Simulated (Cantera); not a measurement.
Input: 1 mol Si, a varied amount of NF₃, 60 mol N₂, at 798.15 K and 10.0 mbar.

These are equilibrium values from Cantera (NASA tables, ideal gas, pure condensed phases), not measurements of a reactor. Candidate condensed phases: Si, Si₃N₄; 16 gas species. Kinetics and transport are ignored.

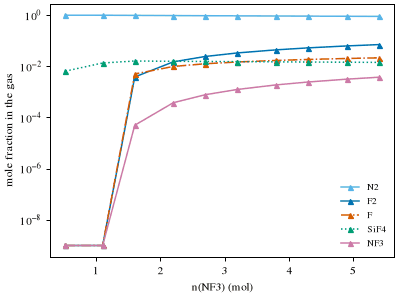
Equilibrium gas composition (values under 1e-9 drawn at 1e-9)

Read off the mole fractions at 2.2 mol NF₃.

N₂ about 0.96, SiF₄ about 0.016, F₂ about 0.015, F about 0.0099, NF₃ about 0.00038.
